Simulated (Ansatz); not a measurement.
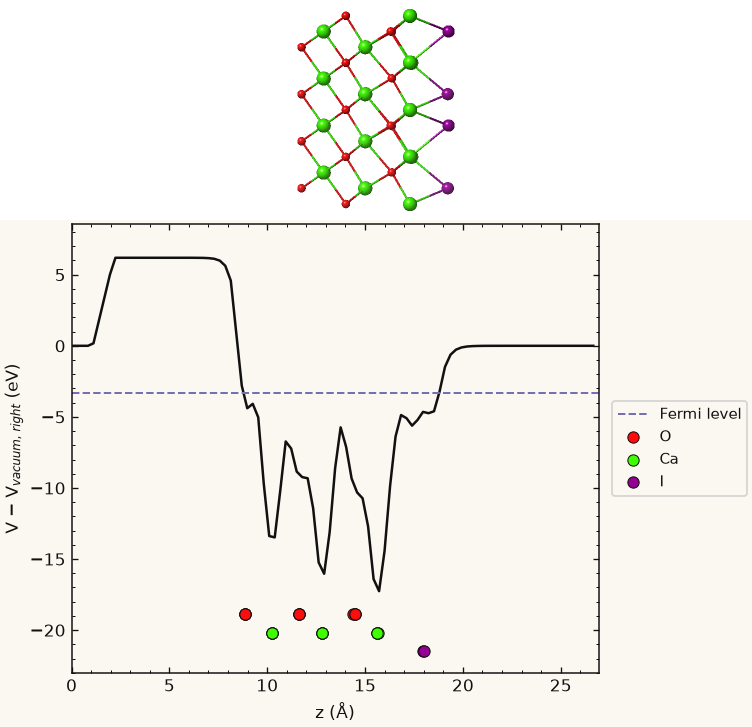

Plane-averaged electrostatic potential energy of an electron across the slab; circles at the bottom mark the heights of the atoms (positions after relaxation). The structure is drawn too.

The material is a (111) slab cut from CaO (Fm-3m), of composition Ca₆IO₆ (not the bulk's), ended by Ca above and O below, 26 atoms in the cell.

Method: DFT PBE+D3(BJ), scalar-relativistic, plane waves, PAW, no spin polarisation, 3×3×1 k mesh, 420 eV cutoff, Gaussian smearing of 0.05 eV (Ansatz 0.2.0).

**What is the work function?**

The work function is 3.33 eV at the right face and 9.52 eV at the left.

**Do the two faces differ, and what does that say about the slab's dipole?**

The vacuum level is 6.19 eV higher at the left than at the right, so the slab carries a dipole along its normal; the ramp in the vacuum, at or near the edge of the plot, is the dipole correction that keeps each side flat. Some atoms were held fixed in the relaxation, which can itself make the faces differ.

**How thick are slab and vacuum?**

The outermost atoms are 9.2 Å apart, which leaves 17.8 Å of vacuum in a cell 26.9 Å high.
